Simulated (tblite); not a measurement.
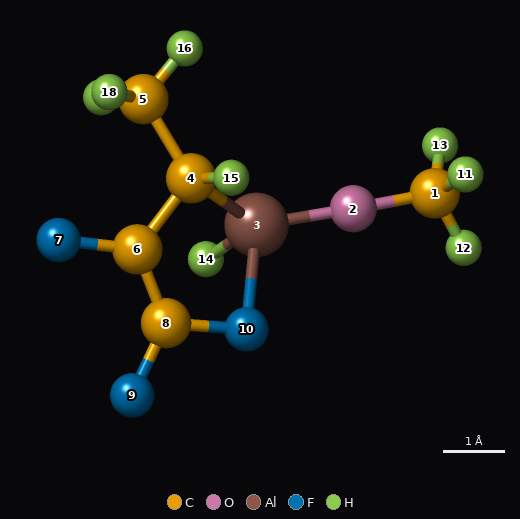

*The structure as given in the input (ball-and-stick view, seen at a tilt; atoms are numbered from 1 in the order of the input). Sticks mark near contacts.*

**Run report: C5H8AlF3O, frequency calculation**

The run: frequency calculation of C5H8AlF3O. Method and program: GFN2-xTB harmonic vibrations, gas phase (tblite 0.8.0).

It belongs to a series of runs on one base structure; here: H on C replaced by CF=CF2.

The input:
```
{"job": {"kind": "ir", "xc": "GFN2-xTB", "basis": "xTB"}, "charge": 0, "multiplicity": 1}
C      3.337590    -0.815178     0.256275
O      1.959438    -0.802956     0.021080
Al     0.363479    -0.860953    -0.338390
C     -0.802892     0.837090    -0.582523
C     -1.104333     1.546298    -1.905805
C     -2.022000     0.238301     0.007838
F     -3.230124     0.487799    -0.517318
C     -1.917795    -0.619869     1.018918
F     -2.826920    -1.262825     1.731511
F     -0.652017    -0.887261     1.488394
H      3.653055     0.138861     0.683236
H      3.588489    -1.618752     0.951401
H      3.872397    -0.979109    -0.681957
H     -0.272199    -2.160980    -0.822780
H     -0.432003     1.599242     0.125990
H     -0.188352     1.969804    -2.309713
H     -1.506313     0.846308    -2.634262
H     -1.828260     2.350498    -1.768312
```

The first line tells a small driver script what to run in tblite; the rest is the geometry in Å.

Hardware: 1 CPU thread, shared host.

Run as:
```bash
OMP_NUM_THREADS=1 python <driver script> task.json out
```

The program's output:
```
mode    cm-1     km/mol
  1      10.0      0.00
  2      47.8      0.38
  3      66.5      0.61
  4      87.6      0.41
  5     130.9      2.55
  6     162.7      2.02
  7     174.8      0.58
  8     188.4      1.91
  9     197.8      4.86
 10     218.8      6.05
 11     245.0     28.75
 12     248.9      4.55
 13     321.0     19.59
 14     351.8     23.65
 15     421.0     25.06
 16     470.3     12.73
 17     520.6     17.41
 18     535.2     54.88
 19     546.7     68.39
 20     608.6     49.86
 21     724.3    114.63
 22     750.6     47.16
 23     913.6     50.36
 24     970.4    110.20
 25    1042.5    192.50
 26    1096.8     59.85
 27    1110.6     46.53
 28    1140.5      0.94
 29    1142.0      0.23
 30    1155.4    189.19
 31    1222.0    268.71
 32    1231.3     89.20
 33    1266.2     26.77
 34    1412.9      1.14
 35    1417.0      1.95
 36    1476.9      3.71
 37    1481.4      3.42
 38    1495.0      3.46
 39    1499.6      6.46
 40    1748.9     28.84
 41    1875.7    182.22
 42    2802.5     21.70
 43    2961.6     34.87
 44    2967.6     30.54
 45    2977.0     41.11
 46    2997.3     34.20
 47    3039.6     25.06
 48    3044.6     14.66
```

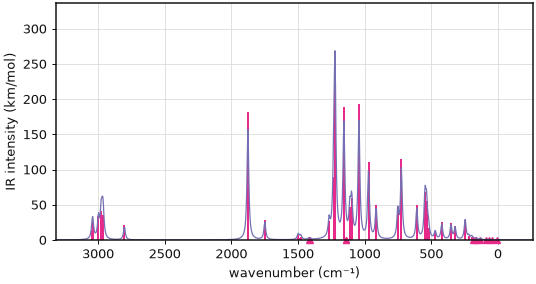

*Harmonic infrared spectrum, unscaled: sticks (degenerate modes added up, dark ones marked on the axis) with a Lorentzian envelope of 16 cm⁻¹ full width, scaled to the tallest stick.*

48 modes from 10 to 3045 cm⁻¹, none imaginary. The strongest line is at 1222 cm⁻¹ (269 km/mol).

Key numbers:

```csv
quantity,value
outcome,converged
total energy,−929.2668 eV
zero-point energy,75.0790 kcal/mol
wall time,1.4 s
peak memory,0.18 GiB
```
